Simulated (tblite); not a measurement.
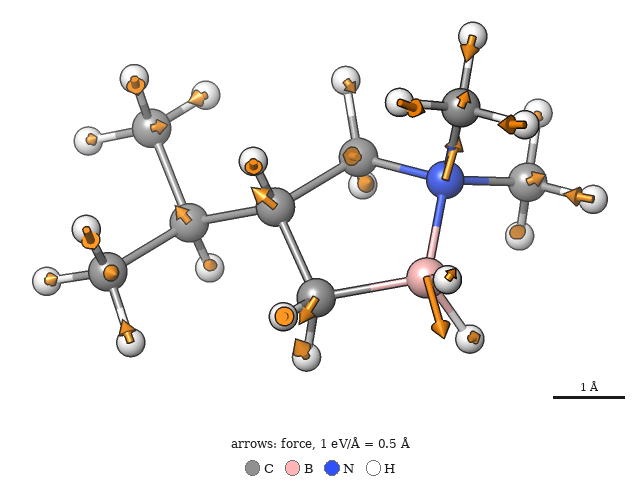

Starting geometry of C8H20BN with the computed forces as orange arrows. A ball-and-stick model, seen at a tilt.

Theory: tblite 0.8.0, GFN2-xTB geometry optimisation, gas phase. 

Q: Is this structure relaxed? If not, where do the atoms go?

A: It isn't relaxed: the largest force vector, on the B atom, is 2.22 eV/Å. The final displacements have little in common with the starting forces (cosine between the two patterns 0.14). The energy falls by 11.0 kcal/mol in 158 geometry steps. An H atom moves most after the best rigid fit: 0.62 Å. Largest moves by element: H 0.62 Å, B 0.28 Å, C 0.24 Å, N 0.04 Å. Near-neighbour distances that change, for instance: B–N 1.556 → 1.650 Å, B–C 1.603 → 1.637 Å, C–H 1.125 → 1.094 Å, C–C 1.513 → 1.542 Å. Bond angles that change, for instance: C–B–H 109.2° → 115.9°, N–B–H 112.1° → 106.1°, C–B–N 106.3° → 100.3°. Groups turn about B–N by about 20°.
